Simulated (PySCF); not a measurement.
Vertical excitations of a molecule C₂H₁₀FNSi₂ from TDA-LC-ωPBE/def2-SVPD in PySCF, as energy in eV (oscillator strength): 7.22 (0.066), 7.39 (0.018), 7.67 (0.065), 8.30 (0.005), 8.40 (0.076), 8.56 (0.040). Lowest triplet (TDA): 6.06 eV. Geometry optimised at PBE0-D3(BJ)/def2-SVP. Other conformers were not sampled.

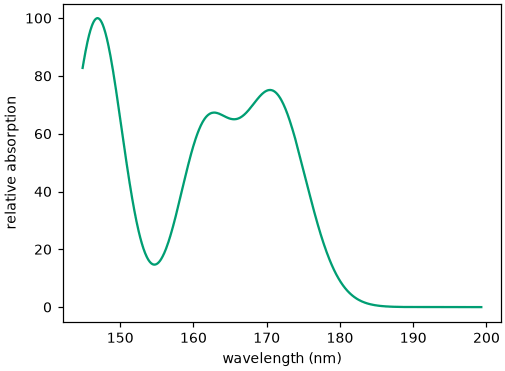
Figure. The lines broadened by 0.4 eV.

Problem. Pick the molecule that these values belong to.
(A) CC[SiH2][Si@@H](N)F
(B) C[Si@H](F)C[SiH2]N
(C) CN([SiH3])[Si@H](C)F
(D) C[Si@H](CN)[SiH2]F

Solution. A, CC[SiH2][Si@@H](N)F
